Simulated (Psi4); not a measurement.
# SnSe (SMILES [Se][Sn]): CCSD(T)/def2-TZVP (core potential)

What is the energy change on altering one bond length of SnSe at CCSD(T)/def2-TZVP (core potential)? 

The results are computed with Psi4 1.11.

## (1) The system as given

The species is SnSe (2 atoms), meant as a singlet with charge 0. SMILES: `[Se][Sn]`. Geometry: relaxed at PBE0-D4/def2-TZVP.

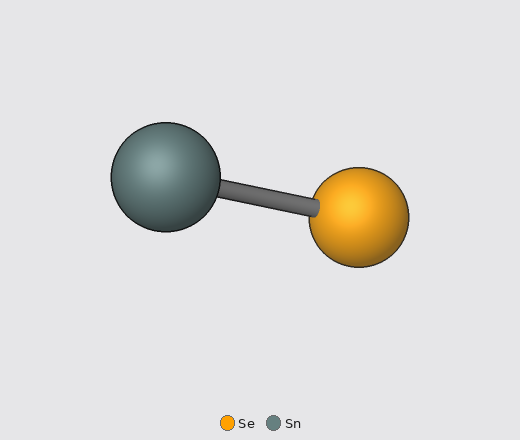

Viewed from a chosen angle; selenium orange, tin teal.

## (2) The energy at CCSD(T)/def2-TZVP (core potential)

The input, input.dat:

```
memory 2200 mb

molecule m {
  0 1
  Se     0.000000     0.000000     0.006530
  Sn     0.000000     0.000000     2.331810
  units angstrom
  symmetry c1
  no_reorient
  no_com
}

set globals {
  basis           def2-TZVP
  puream          true
  e_convergence   1e-09
  d_convergence   1e-08
  scf_type        pk
  num_frozen_docc 13
}

energy('ccsd(t)')
print_variables()
```

The run is started by

```bash
$ psi4 -i input.dat -o output.dat -n 1
```

output.dat:

```text
[...]
    !!!  WARNING: ECP capability is in beta. Please check occupations closely.  !!!
[...]
  Running in c1 symmetry.
[...]
  Nuclear repulsion =  170.226619409774287
[...]
  Multiplicity = 1
[...]
  Nalpha       = 28
  Nbeta        = 28
[...]
    Number of basis functions: 98
[...]
 WARNING: Atomic UHF is not converging! Try casting from a smaller basis or call Rob at CCMST.
   -------------------------
[...]
   @RHF iter   1: -2612.46199815269392   -3.54399e+00   1.93127e-02 DIIS/ADIIS
[...]
   @RHF iter  14: -2613.25292288843048   -1.90994e-11   8.22188e-09 DIIS
[...]
    Orbital Energies [Eh]
    ---------------------
    Doubly Occupied:
       1A   -460.796987     2A    -60.601184     3A    -54.201345
       4A    -54.201345     5A    -54.201255     6A     -8.865678
       7A     -6.597277     8A     -6.596279     9A     -6.596279
      10A     -5.895094    11A     -4.084518    12A     -4.084518
      13A     -4.075716    14A     -2.584597    15A     -2.583766
      16A     -2.583766    17A     -2.583033    18A     -2.583033
      19A     -1.352227    20A     -1.352227    21A     -1.344869
      22A     -1.342907    23A     -1.342907    24A     -0.848878
      25A     -0.540086    26A     -0.344551    27A     -0.333340
      28A     -0.333340
[...]
  @RHF Final Energy: -2613.25292288843048
   => Energetics <=
    Nuclear Repulsion Energy =            170.2266194097742869
    One-Electron Energy =               -4061.2570770331149106
    Two-Electron Energy =                1277.7775347349102049
    Total Energy =                      -2613.2529228884304757
[...]
 Multipole Moments:
 ------------------------------------------------------------------------------------
     Multipole            Electronic (a.u.)      Nuclear  (a.u.)        Total (a.u.)
 ------------------------------------------------------------------------------------
 L = 1.  Multiply by 2.5417464519 to convert [e a0] to [Debye]
 Dipole X            :         -0.0000004            0.0000000           -0.0000004
 Dipole Y            :          0.0000000            0.0000000            0.0000000
 Dipole Z            :        -95.8325906           97.3621671            1.5295765
 Magnitude           :                                                    1.5295765
[...]
      * MP2 total energy                      = -2613.817408369809073
[...]
      * CCSD total energy                     = -2613.807521818390796
[...]
      * CCSD(T) total energy                  = -2613.831714928969632
[...]
```

Wall time 2.6 min (1 thread of Intel Xeon at 2.50GHz (Skylake/Cascade Lake), shared host); peak memory 0.74 GiB.

## (3) The distorted shape at the same level

The input, run_ase.py:

```python
import numpy as np
from ase.calculators.psi4 import Psi4
from ase import Atoms

a = Atoms(['Se', 'Sn'], positions=[
    [0.000000, 0.000000, -0.342290],
    [0.000000, 0.000000, 2.331810],
])
calc = Psi4(atoms=a, method='ccsd(t)', basis='def2-TZVP', memory='2200MB', num_threads=1, charge=0, multiplicity=1, label='psi4-calc')
calc.psi4.set_options({'puream': True, 'e_convergence': 1e-09, 'd_convergence': 1e-08, 'scf_type': 'pk', 'num_frozen_docc': 13})
a.calc = calc

print(f'energy: {a.get_potential_energy():.6f} eV')
```

The run is started by

```bash
$ python run_ase.py
```

psi4-calc.dat:

```text
[...]
    !!!  WARNING: ECP capability is in beta. Please check occupations closely.  !!!
[...]
  Running in c1 symmetry.
[...]
  Nuclear repulsion =  148.021597390209791
[...]
  Multiplicity = 1
[...]
  Nalpha       = 28
  Nbeta        = 28
[...]
    Number of basis functions: 98
[...]
 WARNING: Atomic UHF is not converging! Try casting from a smaller basis or call Rob at CCMST.
   -------------------------
[...]
   @RHF iter   1: -2612.33297151541638   -3.66455e+00   1.94980e-02 ADIIS/DIIS
[...]
   @RHF iter  16: -2613.21674457398012   -1.59162e-11   2.80516e-09 DIIS
[...]
    Orbital Energies [Eh]
    ---------------------
    Doubly Occupied:
       1A   -460.788504     2A    -60.590953     3A    -54.191479
       4A    -54.191016     5A    -54.191016     6A     -8.853805
       7A     -6.585817     8A     -6.583639     9A     -6.583639
      10A     -5.922984    11A     -4.112401    12A     -4.112401
      13A     -4.102281    14A     -2.573704    15A     -2.572480
      16A     -2.572480    17A     -2.569555    18A     -2.569555
      19A     -1.379975    20A     -1.379975    21A     -1.369095
      22A     -1.369095    23A     -1.366801    24A     -0.803048
      25A     -0.553190    26A     -0.331153    27A     -0.301490
      28A     -0.301490
[...]
  @RHF Final Energy: -2613.21674457398012
   => Energetics <=
    Nuclear Repulsion Energy =            148.0215973902097915
    One-Electron Energy =               -4016.8306354908700087
    Two-Electron Energy =                1255.5922935266798959
    Total Energy =                      -2613.2167445739801224
[...]
 Multipole Moments:
 ------------------------------------------------------------------------------------
     Multipole            Electronic (a.u.)      Nuclear  (a.u.)        Total (a.u.)
 ------------------------------------------------------------------------------------
 L = 1.  Multiply by 2.5417464519 to convert [e a0] to [Debye]
 Dipole X            :         -0.0000000            0.0000000           -0.0000000
 Dipole Y            :         -0.0000001            0.0000000           -0.0000001
 Dipole Z            :         60.9675480          -58.6340053            2.3335427
 Magnitude           :                                                    2.3335427
[...]
      * MP2 total energy                      = -2613.787144062071548
[...]
      * CCSD total energy                     = -2613.776084069484114
[...]
      * CCSD(T) total energy                  = -2613.805953604494334
```

The script printed:

```text
energy: -71125.282796 eV
```

Run time: 2.7 min. Hardware: 1 thread of Intel Xeon at 2.50GHz (Skylake/Cascade Lake), shared host; peak memory 0.76 GiB.

## (4) What came out

Level: CCSD(T)/def2-TZVP (core potential), 13 core orbitals frozen.

| quantity | value |
| --- | --- |
| first shape: total energy | -2613.83171 Eh |
| first shape: HOMO energy (Hartree–Fock orbitals) | -9.07 eV |
| first shape: LUMO energy (Hartree–Fock orbitals) | -0.02 eV |
| first shape: HOMO–LUMO gap (Hartree–Fock orbitals) | 9.05 eV |
| first shape: correlation energy (13 core orbitals frozen) | -578.8 mEh |
| first shape: (T) correction | -24.19 mEh |
| first shape: T1 diagnostic | 0.020 |
| distorted shape: total energy | -2613.80595 Eh |
| distorted shape: HOMO energy (Hartree–Fock orbitals) | -8.20 eV |
| distorted shape: LUMO energy (Hartree–Fock orbitals) | -0.71 eV |
| distorted shape: HOMO–LUMO gap (Hartree–Fock orbitals) | 7.50 eV |
| distorted shape: correlation energy (13 core orbitals frozen) | -589.2 mEh |
| distorted shape: (T) correction | -29.87 mEh |
| distorted shape: T1 diagnostic | 0.033 |
| energy change with the Se1–Sn2 bond stretched from 2.325 to 2.674 Å | 0.701 eV |

What this shows: With the Se1–Sn2 bond stretched from 2.325 to 2.674 Å the energy rises by 0.70 eV (16.2 kcal/mol). The first shape isn't relaxed at this level, so the change isn't measured from a minimum. The triples (first shape) make up 4.2 % of the correlation energy. The T1 diagnostic (distorted shape) of 0.033 is above the customary mark for such species, so a single reference may not serve. The triples (distorted shape) make up 5.1 % of the correlation energy.
